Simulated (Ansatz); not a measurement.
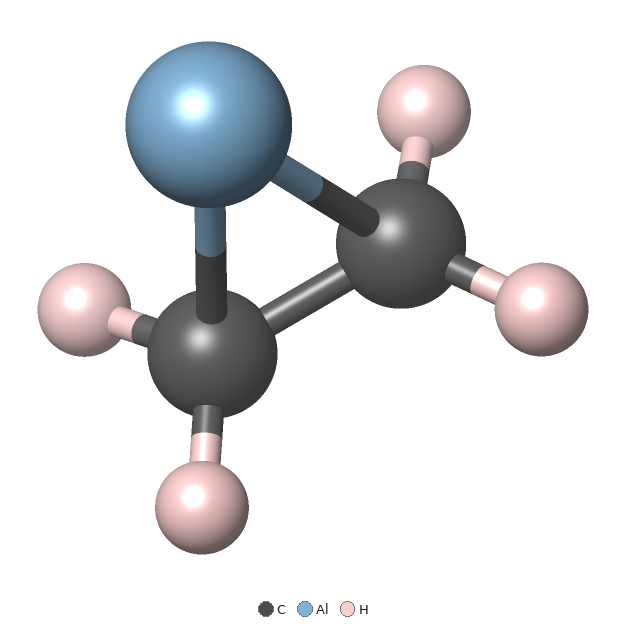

Charge 0, doublet. Computed geometry: PBE0-D4/def2-TZVP optimisation. No frequency run is at hand to confirm it as a minimum. Properties computed with UKS PBE0-D4/def2-TZVPP (Ansatz 0.2.0).

Give the dispersion correction at this level.

Answer. −9.5 kJ/mol.

Estimate the HOMO energy (Kohn–Sham orbital).

Answer. −4.94 eV.

What is the ⟨S²⟩ of the determinant?

Answer. 0.756.
